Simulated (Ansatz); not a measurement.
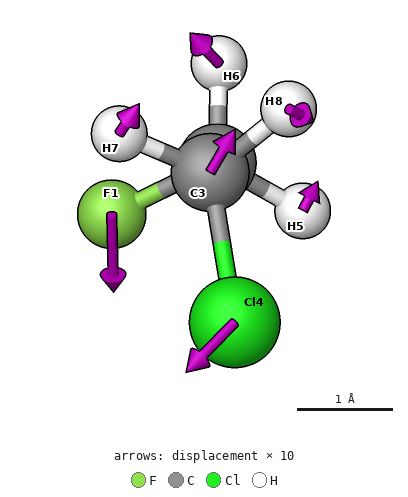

This is a relaxation of C2H4ClF (coarse preliminary run). The starting structure is drawn; purple arrows show the displacements, 10 times their true length. The two geometries are superimposed by the best rigid fit.

Style: ball-and-stick. Shown from a free direction.

The start comes from a force field.

These are results of RKS PBE-D4/def2-SVP (Ansatz), not measurements.

Input file:
```yaml
crystal:
  periodic: [false, false, false]
  atoms:
    - {symbol: F, position_ang: [-1.262600, 0.451100, 1.040400]}
    - {symbol: C, position_ang: [-0.143300, 0.672700, 0.359900]}
    - {symbol: C, position_ang: [0.258400, -0.628600, -0.290500]}
    - {symbol: Cl, position_ang: [-0.710500, -1.061400, -1.629900]}
    - {symbol: H, position_ang: [-0.278400, 1.464600, -0.393900]}
    - {symbol: H, position_ang: [0.603400, 1.020900, 1.091200]}
    - {symbol: H, position_ang: [0.282400, -1.444600, 0.453300]}
    - {symbol: H, position_ang: [1.342700, -0.531800, -0.686300]}
basis:
  gaussian: {orbitals: def2-SVP}
hamiltonian: {xc: pbe, dispersion: d4}
relax: {f_tol: 0.03, max_steps: 200}
```

Command:
```bash
ansatz run in.yaml --threads 4 --pin off --events-out ev --progress --plain --max-ram 10444MiB
```

### What happened in the run?

The atom that moves furthest after the best rigid fit is F1 (0.10 Å). Largest moves by element: F 0.10 Å, Cl 0.08 Å, H 0.06 Å, C 0.05 Å. Some distances before and after: C3–Cl4 1.709 → 1.799 Å, F1–C2 1.329 → 1.379 Å, C3–H8 1.158 → 1.108 Å, C2–H6 1.102 → 1.116 Å. Bond angles that change, for instance: C3–C2–H6 112.2° → 108.4°, F1–C2–C3 107.5° → 111.3°, Cl4–C3–H7 110.7° → 107.4°. The energy falls by 0.242 eV in 4 geometry steps. Largest force component: 3.3 eV/Å at the start, 0.016 eV/Å at the end.
